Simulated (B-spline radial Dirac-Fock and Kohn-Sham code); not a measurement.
# Cd⁺: core levels and X-ray properties

What does theory give for cadmium as Cd⁺? The session works out its X-ray form factor and Compton profile and the binding energy of each subshell.

The numbers are computed with B-spline radial Dirac-Fock and Kohn-Sham code (version 3): a free atom or ion on a radial basis; each step names its model.

**1. The atom as given**

Cadmium as Cd⁺, configuration [Kr] 4d10 5s1, inside a Watson sphere of charge -1 and radius 2.2 Å (a model of the Madelung potential; inside it an electron's potential energy is raised by 6.5 eV).

| Item | Value |
| --- | --- |
| nuclear charge | 48 |
| electrons | 47 |
| mass number | 114 |
| nuclear rms radius | 4.6087 fm |

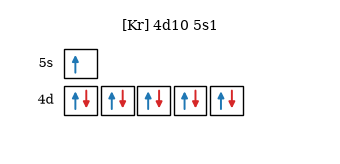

The shells outside the core; arrows follow Hund's rule for the drawing alone (heavy ions are jj-coupled), while the calculation averages over the configuration.

**2. X-ray scattering functions**

Model: Dirac-Fock average of configuration, finite nucleus; form factor of the spherical density, Waller-Hartree incoherent function, impulse-approximation Compton profiles.

Recorded inputs:

```ini
task = scatter
Z = 48
charge = 1
configuration = 1s2 2s2 2p6 3s2 3p6 3d10 4s2 4p6 4d10 5s1
mass_number = 114
rms_radius = 4.6087  # fm
s = [0.0, 0.06, 0.08, 0.1, 0.12, 0.14, 0.18, 0.22, 0.27, 0.33, 0.41, 0.5, 0.62, 0.76, 0.94, 1.16, 1.42, 1.75, 2.15, 2.65, 3.27, 4.02, 4.95]  # 1/A
pz = [0, 0.1, 0.14, 0.2, 0.29, 0.41, 0.59, 0.83, 1.2, 1.7, 2.4, 3.4, 4.9, 7.0, 9.9, 14.0, 20.0, 29.0, 41.0, 58.0, 83.0]  # a.u.
photon_energy = [1000, 2000, 5000, 17479.3, 20000, 30000, 100000, 200000]  # eV
watson_charge = -1  # e
watson_radius = 2.2  # A
```

The program writes no log. Results of the run, from its result record (rounded, main fields):

```text
status: converged
form_factor [e]: [47.0, 46.011, 45.296, 44.439, 43.469, 42.417, 40.161, 37.827, 34.955, 31.747, 28.056, 24.772, 21.598, 19.015, 16.474, 13.728, 10.859, 8.1719, 6.3223, 5.1945, 4.2895, 3.3043, 2.3444]
incoherent: [-3.1122e-12, 1.2072, 1.9818, 2.8283, 3.6995, 4.5688, 6.2599, 7.8702, 9.7617, 11.863, 14.454, 17.177, 20.469, 23.648, 26.722, 29.518, 32.146, 34.818, 37.291, 39.535, 41.486, 43.073, 44.279]
compton_total [1/a.u.]: [7.4049, 7.3138, 7.2324, 7.077, 6.8078, 6.4652, 6.0915, 5.7567, 5.1618, 4.0923, 2.7783, 1.7998, 1.2442, 0.79992, 0.43599, 0.21354, 0.092138, 0.033914, 0.012117, 0.0037458, 0.00091674]
shells: ["1s1/2", "2s1/2", "2p1/2", "2p3/2", "3s1/2", "3p1/2", "3p3/2", "3d3/2", "3d5/2", "4s1/2", "4p1/2", "4p3/2", "4d3/2", "4d5/2", "5s1/2"]
occupation: [2.0, 2.0, 2.0, 4.0, 2.0, 2.0, 4.0, 4.0, 6.0, 2.0, 2.0, 4.0, 4.0, 6.0, 1.0]
mean_momentum [a.u.]: [43.651, 15.362, 20.588, 19.666, 7.3395, 8.7663, 8.4977, 10.067, 9.9644, 3.2076, 3.5002, 3.3921, 3.1616, 3.1118, 0.81026]
r2 [bohr^2]: 38.98
r_inverse [1/bohr]: 282.49
r1 [bohr]: 30.152
coherent [b]: [1414.9, 1284.5, 854.76, 261.55, 219.33, 123.33, 17.468, 4.9974]
incoherent_cross_section [b]: [0.70354, 2.0893, 6.0576, 15.291, 16.236, 18.742, 20.765, 18.25]
```

The scattering functions against s = sin θ / λ:

```csv
s (1/Å),f (e),f / N,S(s)
0,47.00,1.000,0
0.0800,45.30,0.964,1.982
0.120,43.47,0.925,3.700
0.180,40.16,0.854,6.260
0.270,34.96,0.744,9.762
0.410,28.06,0.597,14.45
0.620,21.60,0.460,20.47
0.940,16.47,0.351,26.72
1.42,10.86,0.231,32.15
2.15,6.322,0.135,37.29
3.27,4.290,0.091,41.49
4.95,2.344,0.050,44.28
```

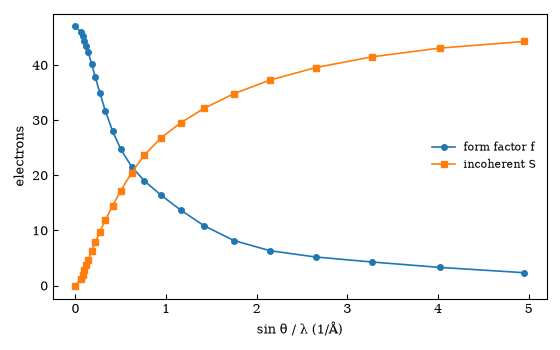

Form factor and incoherent scattering function.

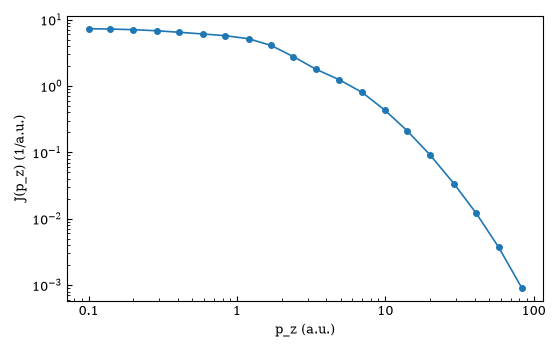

Compton profile, summed over all shells.

**3. Binding energies**

Model: Dirac-Fock average of configuration, Delta-SCF, finite nucleus, first-order Breit with its frequency dependence, self-energy and vacuum polarisation.

Recorded inputs:

```ini
task = binding
```

The program writes no log. Results of the run, from its result record (rounded, main fields):

```text
status: converged
shells: ["K", "L1", "L2", "L3", "M1", "M2", "M3", "M4", "M5", "N1", "N2", "N3", "N4", "N5", "O1"]
total_energy_parts [Ha]: [-5581.74743, 4.27588983, -0.433929114, -0.0344923297, 2.89011336, -0.357746508]
koopmans [eV]: [26869.5, 4078.42, 3785.06, 3591.66, 799.933, 681.126, 645.506, 437.486, 430.34, 131.228, 91.1509, 85.045, 22.2123, 21.4136, 9.23463]
dirac_coulomb [eV]: [26805.0, 4043.65, 3747.03, 3554.68, 785.06, 665.876, 630.69, 421.368, 414.405, "-", 87.1455, 81.2821, 19.6151, 18.9057, 9.11418]
gaunt [eV]: [-60.5123, -5.3238, -9.63215, -6.89848, -0.698033, -1.39066, -0.895378, -0.350217, -0.133704, "-", -0.192091, -0.107036, -0.00215285, 0.0214763, -0.00857438]
retardation [eV]: [4.31056, 0.32981, 1.0735, 1.07186, 0.0284454, 0.151548, 0.151269, 0.0170142, 0.0166433, "-", 0.0221943, 0.022044, -0.00161788, -0.00156387, 0.000376804]
breit_frequency [eV]: [0.415859, -0.0429277, -0.00148397, 0.180472, -0.0100483, -0.00650809, 0.0299542, -0.00504825, -0.0021351, "-", -0.00124202, 0.00493999, -0.000508362, -0.000208641, -0.000115741]
self_energy [eV]: [-32.3365, -3.89749, 0.300544, -0.0655985, -0.765047, 0.0578914, -0.00743931, 0.0714493, 0.0498128, "-", 0.0131603, 0.00209823, 0.0104008, 0.00801054, -0.0120572]
vacuum_polarisation [eV]: [4.13542, 0.462073, -0.0157211, -0.0268691, 0.0878233, -0.00408307, -0.00644748, -0.00597039, -0.00585256, "-", -0.00101953, -0.00141994, -0.00094826, -0.000923706, 0.00137832]
binding [eV]: [26721.0, 4035.18, 3738.75, 3548.94, 783.703, 664.684, 629.962, 421.096, 414.33, "-", 86.9865, 81.2028, 19.6203, 18.9325, 9.09519]
mean_radius [bohr]: [0.0303898, 0.131056, 0.111323, 0.11645, 0.356106, 0.348129, 0.358715, 0.331543, 0.33499, 0.886072, 0.947618, 0.976161, 1.24344, 1.26223, 2.84231]
```

total_energy_parts: Dirac-Coulomb, Gaunt, retardation, frequency dependence, self-energy, vacuum polarisation. Blank entries are hole states that did not converge, or in which two open shells of one symmetry are about equally filled, where the average of configuration falls too low.

The binding energies by parts, in eV; the parts add up.

```csv
level,-ε,relaxation,Breit,QED,binding
K (1s),26869.5,-64.56,-55.79,-28.20,26721.0
L1 (2s),4078.4,-34.76,-5.04,-3.44,4035.2
L2 (2p1/2),3785.1,-38.04,-8.56,0.28,3738.8
L3 (2p3/2),3591.7,-36.98,-5.65,-0.09,3548.9
M1 (3s),799.9,-14.87,-0.68,-0.68,783.7
M2 (3p1/2),681.1,-15.25,-1.25,0.05,664.7
M3 (3p3/2),645.5,-14.82,-0.71,-0.01,630.0
M4 (3d3/2),437.5,-16.12,-0.34,0.07,421.1
M5 (3d5/2),430.3,-15.94,-0.12,0.04,414.3
N2 (4p1/2),91.15,-4.01,-0.17,0.01,86.99
N3 (4p3/2),85.04,-3.76,-0.08,0.00,81.20
N4 (4d3/2),22.21,-2.60,0.00,0.01,19.62
N5 (4d5/2),21.41,-2.51,0.02,0.01,18.93
O1 (5s),9.23,-0.12,-0.01,-0.01,9.10
```

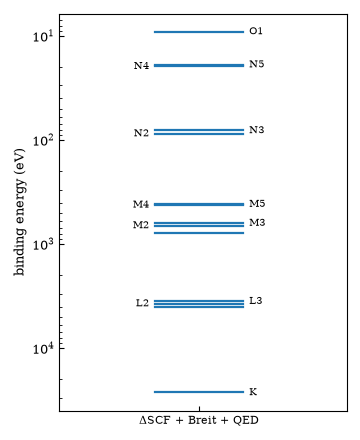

The levels on a logarithmic scale.

Line energies follow by subtraction:

```csv
line,energy (eV)
Kβ2' (K-N3),26639.8
Kβ2'' (K-N2),26634.0
Kβ1 (K-M3),26091.0
Kβ3 (K-M2),26056.3
Kα1 (K-L3),23172.0
Kα2 (K-L2),22982.2
Lγ3 (L1-N3),3954.0
Lγ2 (L1-N2),3948.2
Lγ1 (L2-N4),3719.1
Lβ7 (L3-O1),3539.8
Lβ2 (L3-N5),3530.0
Lβ15 (L3-N4),3529.3
Lβ3 (L1-M3),3405.2
Lβ4 (L1-M2),3370.5
```

**4. Outcome**

```
                        quantity         value
rms radius of the electron cloud    0.911 bohr
           form factor halves at      0.55 1/Å
         Compton profile at zero  7.405 1/a.u.
    deepest level listed, K (1s)    26721.0 eV
            least bound, O1 (5s)       9.10 eV
                             Kα1    23172.0 eV
```

**Reading.** The form factor starts at the 47 electrons and halves by s = 0.55 1/Å. Incoherent scattering outweighs coherent from 100 keV on, among the energies asked. The K (1s) level lies 64.6 eV under Koopmans' value by relaxation alone; Breit gives -55.79 and QED -28.20 eV. The Hartree-Fock and Dirac-Fock values hold no electron correlation.
